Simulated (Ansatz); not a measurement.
Input

```
crystal:
  periodic: [false, false, false]
  atoms:
    - { symbol: C, position_ang: [0.6793, 1.2472, -0.0792] }
    - { symbol: C, position_ang: [-0.1873, 0.4168, 0.5014] }
    - { symbol: Al, position_ang: [-0.4931, -1.3917, -0.242] }
    - { symbol: F, position_ang: [-1.496, -2.5293, 0.6026] }
    - { symbol: H, position_ang: [1.17, 1.0224, -1.0149] }
    - { symbol: H, position_ang: [0.7649, 2.2984, 0.3302] }
    - { symbol: H, position_ang: [-0.685, 0.7029, 1.4115] }
    - { symbol: H, position_ang: [0.3393, -1.8239, -1.5654] }
basis:
  gaussian: { orbitals: def2-SVP }
hamiltonian:
  xc: b3lyp
  dispersion: d4
relax:
  f_tol: 0.015
  max_steps: 40
output:
  orbitals: {}
```

Launched as:

```sh
ansatz run input.yaml --threads 1 --pin off --max-ram 2048MiB --backend cpu --events-out ev --progress --plain --runs-dir out
```

The fields are those of the relaxed geometry.

Level of theory: RKS B3LYP-D4/def2-SVP (Ansatz 0.2.0).

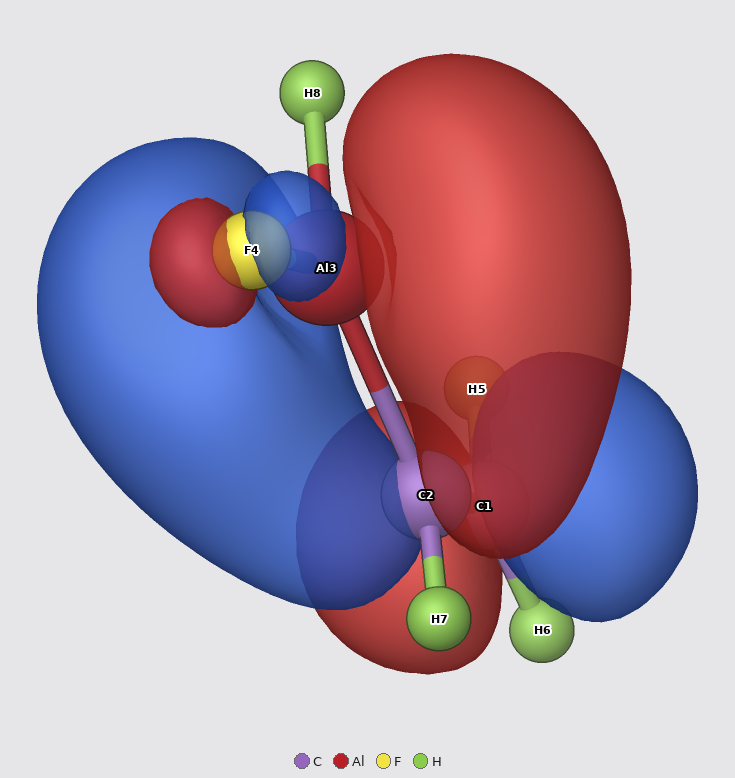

C2H4AlF. The LUMO at ±0.1 Å⁻³ᐟ² (red and blue are the two phases), seen at an oblique angle.

Q: Describe this orbital and give its energy.

A: By Hirshfeld shares it lies mainly on Al3 (about 50 %), C1 (about 25 %) and C2 (about 15 %); it changes sign across the molecular plane (π type); π-bonding across C2–Al3; π-antibonding (a node) across C1–C2. Its energy is −1.56 eV.
